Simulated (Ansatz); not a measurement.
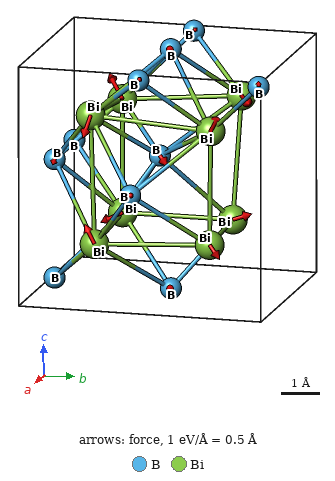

Starting geometry of a crystal of BiB (built on the CsCl type) with the computed forces as red arrows. Style: ball-and-stick. Shown: the cell of the calculation, slightly off an axis.

Case: shaken.

Level of theory: DFT, PBEsol, plane waves, PAW in Ansatz. (plane-wave cutoff 420 eV; k-point mesh 4 × 4 × 4; occupations fermi dirac; smearing width 0.05 eV; no spin polarisation; cell and atoms relaxed; force threshold 0.01 eV/Å; at most 120 steps)

> What follows when this structure is relaxed?

It isn't relaxed: the largest force vector, on a Bi atom, is 2.02 eV/Å. The final displacements have little in common with the starting forces (cosine between the two patterns 0.12). A B atom moves most relative to the cell: 2.76 Å along [0 −1 −2]. Largest moves by element: B 2.76 Å, Bi 1.24 Å. The volume changes by +15.7 %, with a 6.731 → 7.478 Å (+11.1 %), b 6.649 → 6.924 Å (+4.1 %), c 6.507 → 6.716 Å (+3.2 %), α 90.9° → 80.5°, β 89.8° → 89.4°, γ 88.8° → 79.3°. Near-neighbour distances that change, for instance: B–Bi 5.694 → 2.433 Å, B–Bi 2.771 → 5.941 Å, B–Bi 2.842 → 5.561 Å, B–Bi 2.975 → 5.632 Å. New bonds form: B–B (2.86 → 1.62 Å), B–B (3.18 → 1.66 Å), B–B (3.21 → 1.64 Å), B–Bi (3.12 → 2.34 Å). Bonds break: B–Bi (2.58 → 3.69 Å), B–Bi (2.71 → 3.96 Å), B–Bi (2.72 → 4.96 Å), B–Bi (2.77 → 5.94 Å). Bond angles that change, for instance: B–Bi–B 173.6° → 114.9°, B–Bi–B 112.9° → 69.2°, B–Bi–B 65.9° → 104.8°. The space group stays P1 (No. 1). After 36 accepted moves (38 points after the start) the energy has fallen by 759 meV per atom. Largest force component: 1.9 eV/Å at the start, 0.0098 eV/Å at the end. The pressure goes from 3.86 to 0.01 GPa. At 2 points the geometry stayed and the basis and grid were re-selected for the new cell (energy shift of 6.6 meV per atom at most each time). Cost: 8.7 min on 1 × NVIDIA H100 80GB HBM3 with 2 threads of AMD EPYC 7R13 Processor (Zen 3), on a shared host, peak memory 1.3 GiB.
